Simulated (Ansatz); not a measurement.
## Changed inputs in constrained RPA: CsTcF3 (cubic perovskite) (Pm-3m)

Wanted: the sensitivity and cost of U and J for CsTcF3 (cubic perovskite) (Pm-3m).

Method: constrained RPA on PBE, plane waves, PAW, in Ansatz 0.2.0.

The structure was built from a prototype and need not be the compound's stable phase.

### Step 1. Set-up

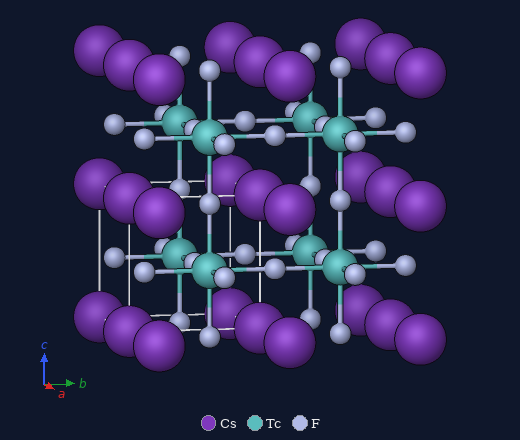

The starting structure, seen slightly off an axis (caesium purple, technetium teal, fluorine light blue). 2×2×2 cells are drawn. Some periodic images of atoms are drawn too.

Coordinates:

```cif
data_structure
_symmetry_space_group_name_H-M 'Pm-3m'
_symmetry_Int_Tables_number 221
_cell_length_a 4.3393
_cell_length_b 4.3393
_cell_length_c 4.3393
_cell_angle_alpha 90.000
_cell_angle_beta 90.000
_cell_angle_gamma 90.000
_cell_volume 81.71
loop_
_atom_site_label
_atom_site_type_symbol
_atom_site_symmetry_multiplicity
_atom_site_Wyckoff_symbol
_atom_site_fract_x
_atom_site_fract_y
_atom_site_fract_z
_atom_site_occupancy
Cs1 Cs 1 a 0.00000 0.00000 0.00000 1
Tc1 Tc 1 b 0.50000 0.50000 0.50000 1
F1 F 3 c 0.00000 0.50000 0.50000 1
```

The structure was relaxed with PBE. The structure type comes from a generator and need not be one that this composition takes. The structure was generated from a model, not taken from a measurement. The runs that relaxed it are not among those shown. The program's search for lower electronic states was switched off, so nothing shows that the state found is the lowest. Spin-orbit coupling is left out unless a step names it. The default PAW set here is soft_2. Its files were made with PBE.

### Step 2. Base: Tc d, bands v3 to c2, 4×4×4 mesh, medium accuracy

Constrained RPA screens the interaction with every transition except those inside the target bands, which a later many-body model would treat itself.

The input, input.yaml:

```yaml
crystal:
  lattice:
    - [0.0, -4.33929652, 0.0]
    - [0.0, 0.0, 4.33929652]
    - [-4.33929652, 0.0, 0.0]
  atoms:
    - { symbol: Cs, position: [0.0, 0.0, 0.0] }
    - { symbol: Tc, position: [0.5, 0.5, 0.5] }
    - { symbol: F, position: [0.5, 0.5, 0.0] }
    - { symbol: F, position: [0.5, 0.0, 0.5] }
    - { symbol: F, position: [0.0, 0.5, 0.5] }
kpoints:
  mp_grid: { grid: [6, 6, 6] }
hamiltonian:
  xc: pbe
scf:
  occupations: { method: gaussian, width: 0.08 }
  n_extra_bands: 19
  max_iter: 150
  lower_state_search: "off"
output:
  crpa:
    kmesh: [4, 4, 4]
    target_bands: [v3, c2]
    projections: [{ species: Tc, l: d, shell: 4 }]
  local_orbitals:
    kmesh: [8, 8, 8]
    orbitals: [{ species: Tc, l: d, shell: 4 }]
    window: { bands: [v3, c2] }
    seedname: lo
```

Command:

```
> ansatz run input.yaml --threads 4 --pin off --max-ram 9216MiB --backend cpu --events-out ev --progress --plain --runs-dir out
```

Numbers of over 12 decimals in the logs are rounded to 6 here.

The log of the run:

```text
scf.n_extra_bands = 19 over 23 filled bands (N_el = 45.0): the run solves 42 bands
Engine: ansatz 0.2.0, aarch64-unknown-linux-gnu
Pseudopotentials: kind: paw
Pseudopotential: Cs, paw, valence charge 9, recommended cutoff 420 eV (normal), Cs.paw.azcp
Pseudopotential: Tc, paw, valence charge 15, recommended cutoff 500 eV (normal), Tc.paw.azcp
Pseudopotential: F, paw, valence charge 7, recommended cutoff 420 eV (normal), F.paw.azcp
Functional definition: PBE
  parameter kappa = 0.804
  parameter beta = 0.066725
  exchange = pbe_x(kappa = kappa, mu = beta*pi^2/3)
  correlation = pbe_c(beta = beta)
Crystal: 5 atoms, lattice volume = 81.707 Å³
Basis set: ecut = 500 eV, 2103 PW (Γ)
Bands: 42, of which v1, the nominal top of the filled ones, is band 23 counted from 1 (22 counted from 0)
Symmetry: 48 space group operations
Space group: Pm-3m (ITA 221), of the structure as read, at distance tolerance 4.3e-5 Å
k-points: 20 of 216
Non-local potential: Cs, projectors of the file, l = 0: 3, l = 1: 2, l = 2: 2, l = 3: 2
Non-local potential: Tc, projectors of the file, l = 0: 3, l = 1: 3, l = 2: 2, l = 3: 2
Non-local potential: F, projectors of the file, l = 0: 2, l = 1: 2, l = 2: 1
PAW form: soft (Blöchl's): semilocal exchange-correlation on the pseudo side does not see the compensation charge
PAW one-centre angular grid: Cs, 194 points (default); XC on 64 Gauss nodes
PAW one-centre angular grid: Tc, 590 points (default); XC on 64 Gauss nodes
PAW one-centre angular grid: F, 110 points (default); XC on 64 Gauss nodes
Initial density: superposition of atomic densities (chi_scale 0.1, normalization cell, long waves kept (reshape's long-wave potential 0.00 eV rms))
Initial wavefunctions: pseudopotential atomic-orbital guess
Functional: x = pbe(κ = 0.804, μ = 0.219515), c = pbe(β = 0.066725)
SCF iter   1: F=—  HF=-13504.888026 eV  |F-HF|=—  |Δ(HF+E_count)|=         —  Δρ=2.83e-1  dr2=7.05e1  ethr=3.10e-3  ⟨swp⟩=6.0  Hψ=3897  notcnv=0  defer=122
preconditioner: auto → Kerker (q_TF=auto, 2.470 Å⁻¹)  [metal: Δε(μ)=0.035 eV  Ē_g=16.929 eV  σ=0.080 eV  W_gap=0.24  n_scr=18 (ndim 8)  ℏωp=25.0 eV  f_vac=0.000  D(μ)=8.09/eV (n_scr^D=92)]
SCF iter   2: F=—  HF=-13497.937530 eV  |F-HF|=—  |Δ(HF+E_count)|=    6.95e0  Δρ=1.46e-1  dr2=1.97e1  ethr=3.10e-3  ⟨swp⟩=2.3  Hψ=1517  notcnv=0  defer=238
SCF iter   3: F=—  HF=-13494.563667 eV  |F-HF|=—  |Δ(HF+E_count)|=    3.37e0  Δρ=4.29e-2  dr2=2.36e0  ethr=3.10e-3  ⟨swp⟩=3.2  Hψ=1547  notcnv=0  defer=239
SCF iter   4: F=—  HF=-13493.955423 eV  |F-HF|=—  |Δ(HF+E_count)|=   6.08e-1  Δρ=1.41e-2  dr2=1.81e-1  ethr=3.10e-3  ⟨swp⟩=2.0  Hψ=1181  notcnv=0  defer=244
SCF iter   5: F=—  HF=-13493.926064 eV  |F-HF|=—  |Δ(HF+E_count)|=   2.94e-2  Δρ=4.78e-3  dr2=2.65e-2  ethr=4.03e-4  ⟨swp⟩=2.0  Hψ=1097  notcnv=0  defer=244
[...]
SCF 1 converged in 10 iterations: F = -13493.920852 eV  dr2 = 3.73e-8
[...]
NSCF: frozen V_eff on 38 k-points
NSCF: frozen V_eff on 10 k-points
[...]
cRPA screening: q 1/64
cRPA screening: q 2/64
cRPA screening: q 8/64 (q-point 3)
cRPA screening: q 11/64 (q-point 6)
cRPA screening: q 23/64 (q-point 7)
cRPA screening: q 35/64 (q-point 11)
cRPA screening: q 38/64 (q-point 22)
cRPA screening: q 46/64 (q-point 23)
cRPA screening: q 58/64 (q-point 27)
cRPA screening: q 64/64 (q-point 43)
SCF converged after 10 iterations
Free energy (F): -13493.920852 eV
Harris-Foulkes:  -13493.920852 eV  (|F-HF|=2.78e-8)
Internal energy: -13493.906778 eV  (E = F + TS)
E sigma→0 (E₀):  -13493.913815 eV
Entropy (-TS):   -0.014074 eV (-2.815 meV/atom)
Fermi energy:    9.843383 eV
--- Per-component energies (eV) ---
  E_band       = -289.036452
  E_kinetic    = 1387.921903
  E_local      = -4010.161000  (includes V_loc(G=0)·N_el)
  E_nonlocal   = 538.693866
  E_hartree    = 1429.438881
  E_xc         = -651.453107
  E_vxc        = -725.765725  (∫ρ·V_xc dr)
  E_paw        = -8946.726498  (= ΣΔE_a)
  E_vpaw       = -338.600205  (= ΣTr[D̂ρ^β])
  E_aug_tail   = 0.003187  (compensation charges beyond the density's cutoff)
  E_ewald      = -3241.624009
  E_smearing   = -0.014074  (= −TS)
  E_closure    = 0.000000  (closes the sum)
  Σ components = -13493.920852   (vs F -13493.920852, Δ=0.00e0)
--- Band table (eV; the first three rows and the last of 20) ---
  k-point 0: bands = [... 19 lower, 4.5083, 8.7394, 8.7394, 8.7394, 10.0316, 10.0316, 11.8436, 13.7544, ... 15 higher]
  k-point 1: bands = [... 19 lower, 4.4156, 8.7555, 8.9517, 8.9517, 10.0450, 10.4562, 12.3335, 13.9395, ... 15 higher]
  k-point 2: bands = [... 19 lower, 4.1961, 8.7881, 9.3715, 9.3715, 10.0690, 11.0959, 13.4620, 14.3420, ... 15 higher]
  k-point 19: bands = [... 19 lower, 4.4298, 10.1275, 10.1275, 10.1275, 12.7841, 12.7841, 13.9777, 13.9777, ... 15 higher]
--- cRPA (band scheme, projected local orbitals): target bands 21..25 (1-based), 5 Wannier function(s), 4×4×4 mesh, 50 bands' worth read of 55 solved, ecut_chi 136.0 eV, v(q+G=0) probe_charge, pair densities all_electron ---
  bands read: the sum over 50 bands ends inside a degenerate multiplet in 4 slots, whose members it reads at an even weight; the widest, k=42: bands 49 to 51 (counted from 1) at 2/3 each
  χ-basis size per q: N_G = 284..305
  window electrons = 5.0000, filled by tetrahedron_uncorrected; constrained ε̄⁻¹(q = 0, 0) head = 0.337721; min gauge Gram eig = 0.7275
  Kanamori averages over each shell's own Wannier functions (sites counted from 0, functions from 1):
    Site 1, 4D, 5 of 5 d orbitals (Wannier functions 1, 2, 3, 4, 5; wannier90's mr 1, 2, 3, 4, 5):
      screened: U = 5.1268 eV, U' = 4.3416 eV, J = 0.3862 eV
      screened d-shell averages: U_bar = F0 = 4.4986 eV, J_bar = 0.5432 eV
      screened, to within: U = 8.3e-3 eV, U' = 8.2e-3 eV, J = 6.4e-4 eV
      screened d-shell averages, to within: U_bar = 7.0e-3 eV, J_bar = 9.6e-4 eV
      bare: V = 14.0277 eV, V' = 12.9767 eV, J = 0.5096 eV
      bare d-shell averages: V_bar = F0 = 13.1869 eV, J_bar = 0.7198 eV
  Hermiticity witness max|P − P†| over intra, direct and exchange elements: 1.07e-14 eV (screened), 2.66e-19 eV (bare)
  Reality witness max|Im| over intra, direct and exchange elements: 5.69e-19 eV (screened), 2.82e-18 eV (bare)
```

Run time: 97 s. Hardware: 4 threads of Arm Neoverse V1, shared host; peak memory 0.76 GiB; 6.1 min of CPU time.

In the SCF lines HF is the Harris–Foulkes energy and dr2 the Hartree energy of the density residual, in eV; the loop may stop once dr2 is under the threshold and the program's other checks hold. Hψ counts applications of the Hamiltonian.

Numbers from this step:

| Quantity | Value |
| --- | --- |
| U | 5.127 eV |
| U prime (inter-orbital) | 4.342 eV |
| J | 0.3862 eV |
| bare V | 14.03 eV |
| bare J | 0.5096 eV |
| stated bound on U | 0.008232 eV |
| U over bare V | 0.3655 |
| electrons in the window | 5.000 |
| head of the constrained inverse dielectric matrix | 0.3377 |
| least eigenvalue of the projection's overlap | 0.7275 |
| target functions | 5 |
| bands in the sums | 50 |
| r.m.s. miss of the model bands | 7.19e-4 eV |
| width of the target bands | 4.044 eV |
| weight of the projected orbitals in the window | 0.8714 |

On the Tc d shell, screening brings the on-site interaction from 14.0 eV down to U = 5.13 eV.

### Step 3. Changed: 2×2×2 mesh

Edit input.yaml of step 2 so:

```diff
@@ -22,9 +22,4 @@
   crpa:
-    kmesh: [4, 4, 4]
+    kmesh: [2, 2, 2]
     target_bands: [v3, c2]
     projections: [{ species: Tc, l: d, shell: 4 }]
-  local_orbitals:
-    kmesh: [8, 8, 8]
-    orbitals: [{ species: Tc, l: d, shell: 4 }]
-    window: { bands: [v3, c2] }
-    seedname: lo
```

The log of the run:

```text
[...]
Crystal: 5 atoms, lattice volume = 81.707 Å³
Basis set: ecut = 500 eV, 2103 PW (Γ)
Bands: 42, of which v1, the nominal top of the filled ones, is band 23 counted from 1 (22 counted from 0)
Symmetry: 48 space group operations
[...]
k-points: 20 of 216
[...]
SCF iter   1: F=—  HF=-13504.888026 eV  |F-HF|=—  |Δ(HF+E_count)|=         —  Δρ=2.83e-1  dr2=7.05e1  ethr=3.10e-3  ⟨swp⟩=6.0  Hψ=3897  notcnv=0  defer=122
[...]
SCF iter  10: F=-13493.920852 eV  HF=-13493.920852 eV  |F-HF|=2.78e-8  |Δ(HF+E_count)|=   3.72e-8  Δρ=6.68e-6  dr2=3.73e-8  ethr=2.22e-10  ⟨swp⟩=8.7  Hψ=4593  notcnv=0
SCF 1 converged in 10 iterations: F = -13493.920852 eV  dr2 = 3.73e-8
[...]
NSCF: frozen V_eff on 4 k-points
[...]
cRPA screening: q 1/8
cRPA screening: q 2/8
cRPA screening: q 5/8 (q-point 4)
cRPA screening: q 8/8
SCF converged after 10 iterations
Free energy (F): -13493.920852 eV
[...]
Internal energy: -13493.906778 eV  (E = F + TS)
E sigma→0 (E₀):  -13493.913815 eV
Entropy (-TS):   -0.014074 eV (-2.815 meV/atom)
Fermi energy:    9.843383 eV
[...]
--- Band table (eV; the first three rows and the last of 20) ---
  k-point 0: bands = [... 19 lower, 4.5083, 8.7394, 8.7394, 8.7394, 10.0316, 10.0316, 11.8436, 13.7544, ... 15 higher]
  k-point 1: bands = [... 19 lower, 4.4156, 8.7555, 8.9517, 8.9517, 10.0450, 10.4562, 12.3335, 13.9395, ... 15 higher]
  k-point 2: bands = [... 19 lower, 4.1961, 8.7881, 9.3715, 9.3715, 10.0690, 11.0959, 13.4620, 14.3420, ... 15 higher]
  k-point 19: bands = [... 19 lower, 4.4298, 10.1275, 10.1275, 10.1275, 12.7841, 12.7841, 13.9777, 13.9777, ... 15 higher]
[...]
χ-basis size per q: N_G = 288..305
[...]
screened: U = 5.2812 eV, U' = 4.4814 eV, J = 0.3924 eV
      screened d-shell averages: U_bar = F0 = 4.6414 eV, J_bar = 0.5524 eV
      screened, to within: U = 8.0e-3 eV, U' = 8.0e-3 eV, J = 6.4e-4 eV
      screened d-shell averages, to within: U_bar = 6.8e-3 eV, J_bar = 9.5e-4 eV
      bare: V = 14.2810 eV, V' = 13.2194 eV, J = 0.5162 eV
      bare d-shell averages: V_bar = F0 = 13.4318 eV, J_bar = 0.7285 eV
[...]
```

The job ended after 15 s (4 threads; peak memory 0.64 GiB).

Numbers from this step:

| Quantity | Value |
| --- | --- |
| U | 5.281 eV |
| U prime (inter-orbital) | 4.481 eV |
| J | 0.3924 eV |
| bare V | 14.28 eV |
| bare J | 0.5162 eV |
| stated bound on U | 0.007943 eV |
| U over bare V | 0.3698 |
| electrons in the window | 5.000 |
| head of the constrained inverse dielectric matrix | 0.3069 |
| least eigenvalue of the projection's overlap | 0.7328 |
| target functions | 5 |
| bands in the sums | 50 |
| width of the target bands | 4.044 eV |
| weight of the projected orbitals in the window | 0.8714 |

On the Tc d shell, screening brings the on-site interaction from 14.3 eV down to U = 5.28 eV.

### Step 4. Changed: 6×6×6 mesh

Edit input.yaml of step 3 so:

```diff
@@ -22,3 +22,3 @@
   crpa:
-    kmesh: [2, 2, 2]
+    kmesh: [6, 6, 6]
     target_bands: [v3, c2]
```

The log of the run:

```text
[...]
Crystal: 5 atoms, lattice volume = 81.707 Å³
Basis set: ecut = 500 eV, 2103 PW (Γ)
Bands: 42, of which v1, the nominal top of the filled ones, is band 23 counted from 1 (22 counted from 0)
Symmetry: 48 space group operations
[...]
k-points: 20 of 216
[...]
χ-basis size per q: N_G = 280..308
[...]
screened: U = 5.1175 eV, U' = 4.3325 eV, J = 0.3861 eV
      screened d-shell averages: U_bar = F0 = 4.4895 eV, J_bar = 0.5431 eV
      screened, to within: U = 8.4e-3 eV, U' = 8.4e-3 eV, J = 6.4e-4 eV
      screened d-shell averages, to within: U_bar = 7.1e-3 eV, J_bar = 9.6e-4 eV
      bare: V = 14.0117 eV, V' = 12.9608 eV, J = 0.5095 eV
      bare d-shell averages: V_bar = F0 = 13.1710 eV, J_bar = 0.7197 eV
[...]
[key lines of the parts left out:]
SCF converged after 10 iterations
Free energy (F): -13493.920852 eV
Fermi energy:    9.843383 eV
```

The job ended after 9.2 min (4 threads; peak memory 1.1 GiB).

Numbers from this step:

```
U                                                 : 5.117 eV
U prime (inter-orbital)                           : 4.333 eV
J                                                 : 0.3861 eV
bare V                                            : 14.01 eV
bare J                                            : 0.5095 eV
stated bound on U                                 : 0.008346 eV
U over bare V                                     : 0.3652
electrons in the window                           : 5.000
head of the constrained inverse dielectric matrix : 0.3384
least eigenvalue of the projection's overlap      : 0.7270
target functions                                  : 5
bands in the sums                                 : 50
width of the target bands                         : 4.044 eV
weight of the projected orbitals in the window    : 0.8714
```

On the Tc d shell, screening brings the on-site interaction from 14.0 eV down to U = 5.12 eV.

### Step 5. Changed: sums over states

Edit input.yaml of step 4 so:

```diff
@@ -22,4 +22,7 @@
   crpa:
-    kmesh: [6, 6, 6]
+    kmesh: [4, 4, 4]
     target_bands: [v3, c2]
     projections: [{ species: Tc, l: d, shell: 4 }]
+    accuracy: sum_over_states
+    n_empty_bands: 92
+    ecut_chi: 250
```

The log of the run:

```text
[...]
Crystal: 5 atoms, lattice volume = 81.707 Å³
Basis set: ecut = 500 eV, 2103 PW (Γ)
Bands: 42, of which v1, the nominal top of the filled ones, is band 23 counted from 1 (22 counted from 0)
Symmetry: 48 space group operations
[...]
k-points: 20 of 216
[...]
χ-basis size per q: N_G = 720..756
[...]
U and J over all bands: no bound (output.crpa.accuracy: sum_over_states); those below are of the sums over the bands read on the sphere of ecut_chi, with what the atoms add
[...]
screened: U = 5.2040 eV, U' = 4.3585 eV, J = 0.4170 eV
      screened d-shell averages: U_bar = F0 = 4.5276 eV, J_bar = 0.5861 eV
      bare: V = 14.0277 eV, V' = 12.9767 eV, J = 0.5096 eV
      bare d-shell averages: V_bar = F0 = 13.1869 eV, J_bar = 0.7198 eV
[...]
[key lines of the parts left out:]
SCF converged after 10 iterations
Free energy (F): -13493.920852 eV
Fermi energy:    9.843383 eV
```

Elapsed: 23 s, on 4 threads; peak memory 0.81 GiB; 84 s of CPU time.

This variant gives U = 5.20 eV against 5.13 eV. It is a finite sum over empty states with no bound on its error and stays out of the table below.

### Step 6. Changed: accuracy low

Edit input.yaml of step 5 so:

```diff
@@ -25,4 +25,2 @@
     projections: [{ species: Tc, l: d, shell: 4 }]
-    accuracy: sum_over_states
-    n_empty_bands: 92
-    ecut_chi: 250
+    accuracy: low
```

The log of the run:

```text
[...]
Crystal: 5 atoms, lattice volume = 81.707 Å³
Basis set: ecut = 500 eV, 2103 PW (Γ)
Bands: 42, of which v1, the nominal top of the filled ones, is band 23 counted from 1 (22 counted from 0)
Symmetry: 48 space group operations
[...]
k-points: 20 of 216
[...]
χ-basis size per q: N_G = 284..305
[...]
screened: U = 5.0747 eV, U' = 4.2970 eV, J = 0.3822 eV
      screened d-shell averages: U_bar = F0 = 4.4526 eV, J_bar = 0.5377 eV
      screened, to within: U = 1.5e-1 eV, U' = 1.5e-1 eV, J = 1.3e-2 eV
      screened d-shell averages, to within: U_bar = 1.3e-1 eV, J_bar = 1.8e-2 eV
      bare: V = 14.0277 eV, V' = 12.9767 eV, J = 0.5096 eV
      bare d-shell averages: V_bar = F0 = 13.1869 eV, J_bar = 0.7198 eV
[...]
[key lines of the parts left out:]
SCF converged after 10 iterations
Free energy (F): -13493.920852 eV
Fermi energy:    9.843383 eV
```

The job ended after 44 s (4 threads; peak memory 0.67 GiB; 2.8 min of CPU time).

This step gave:

```yaml
u: 5.075 eV
u_prime_inter_orbital: 4.297 eV
j: 0.3822 eV
bare_v: 14.03 eV
bare_j: 0.5096 eV
stated_bound_on_u: 0.1415 eV
u_over_bare_v: 0.3618
electrons_in_the_window: 5.000
head_of_the_constrained_inverse_dielectric_matrix: 0.3376
least_eigenvalue_of_the_projection_s_overlap: 0.7275
target_functions: 5
bands_in_the_sums: 50
width_of_the_target_bands: 4.044 eV
weight_of_the_projected_orbitals_in_the_window: 0.8714
```

On the Tc d shell, screening brings the on-site interaction from 14.0 eV down to U = 5.07 eV.

[end of part 1 of 2]

[Paths, hosts, dates, memory and timing lines, banners, echoed tables and standing remarks are left out of the program output.]

[Logs are printed without paths, hosts, clocks, repeated set-up lines and the standing remarks that a program may print on its own settings, such as how far it seeks lower states.]

[Runs of the session that timed out or met a known fault of the program may be left out.]

[Hosts, paths, dates, database ids (printed as entryN), source tags and the programs' standing remarks are cut or masked in the printed files.]
